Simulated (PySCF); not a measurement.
C₆H₁₀FO (doublet)

The calculation's input:

```
{"job": {"kind": "epr", "basis": "pcH-1"}, "charge": 0, "multiplicity": 2}
F     -1.389113    -0.612739    -1.448850
C     -1.236309    -0.795553    -0.081977
C     -1.154185     0.564301     0.608958
C     -0.242659     1.569439    -0.123150
C      1.199279     1.251252    -0.049854
C      1.702748    -0.119509    -0.287436
O      1.138287    -1.077654     0.616095
C     -0.020010    -1.712573     0.164506
H     -2.145668    -1.324695     0.231091
H     -0.793083     0.405709     1.625643
H     -2.158173     0.990667     0.654171
H     -0.569637     1.591203    -1.173620
H     -0.420572     2.563350     0.291060
H      1.895488     2.022288     0.225307
H      2.782146    -0.164270    -0.120873
H      1.494599    -0.452518    -1.319473
H     -0.266658    -2.432624     0.948614
H      0.174761    -2.259757    -0.771869
```

Launched as:

```sh
OMP_NUM_THREADS=1 python probes_run.py task.json out
```

Geometry: GFN2-xTB.

Theory: UKS B3LYP, pcH-1 on C F H O, non-relativistic, mean-field spin-orbit, GIAO (PySCF 2.14.0, density-fitted response routines).

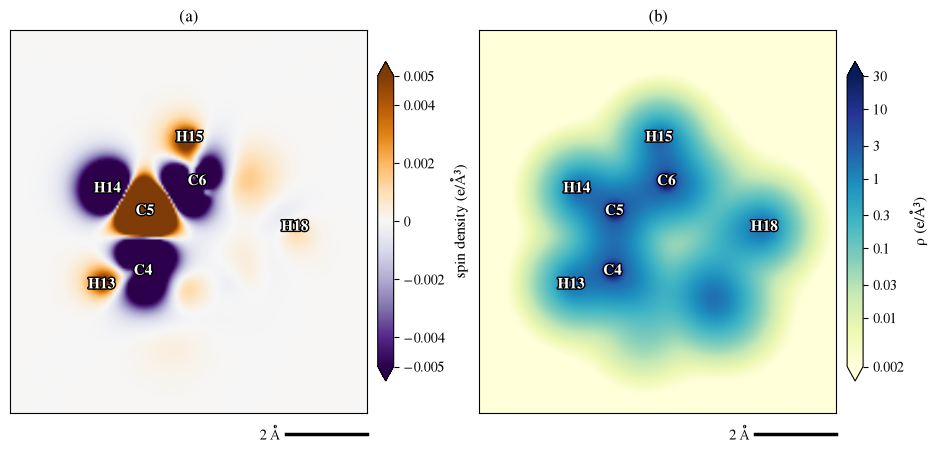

Figure 1. (a) spin density; (b) electron density on the plane of atoms C4, C5 and C6.

Question: Interpret the plot.

Answer:
- The section cuts through C and H sites.
- C–C (1.48 Å): the density is about 1.8 e/Å³ at the midpoint.
- C–H (1.07 Å): the density is about 2 e/Å³ at the midpoint.
- The unpaired spin (1 electron) lies mostly on C5 (about 0.7), in electrons by Hirshfeld's partition.

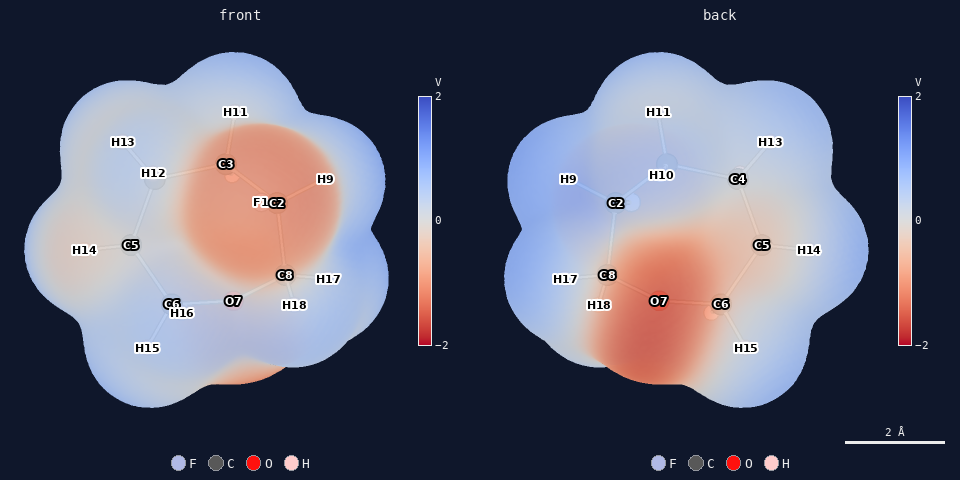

Figure 2. The electrostatic potential painted on the density surface at 0.002 e/bohr³, seen from the front and from behind; the colour scale runs from red (negative) to blue (positive).

Question: Describe the electrostatic potential map.

Answer: The most negative region (about −1.5 V) lies over O7, the most positive (about +0.9 V) over H9. O7 is the likeliest acceptor of a hydrogen bond.

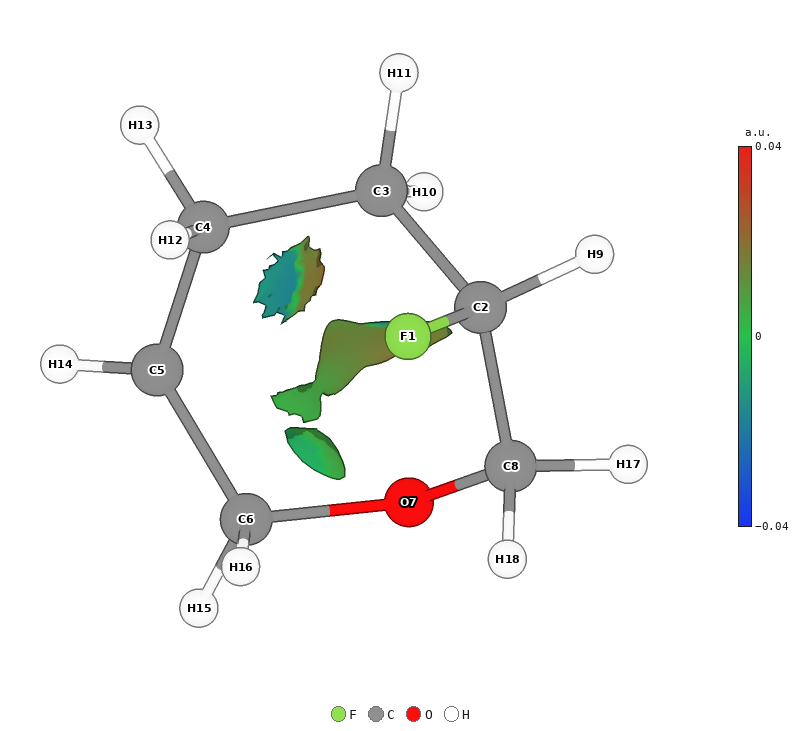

Figure 3. Non-covalent interaction (NCI) plot: the surface where the reduced density gradient is 0.5, for densities under 0.05 a.u., coloured by sign(λ₂)ρ; seen at a tilt.

Question: What holds or crowds the atoms apart from the covalent bonds?

Answer: Between H12 and C4 on one side and F1 and C2 on the other: a weak contact, attractive (blue-green) on one side and crowded (olive to red) on the other; between O7 and C8 on one side and C3 and H10 on the other: a weak contact (green); between H16 and C6 on one side and F1 and C2 on the other: a weak contact (green).
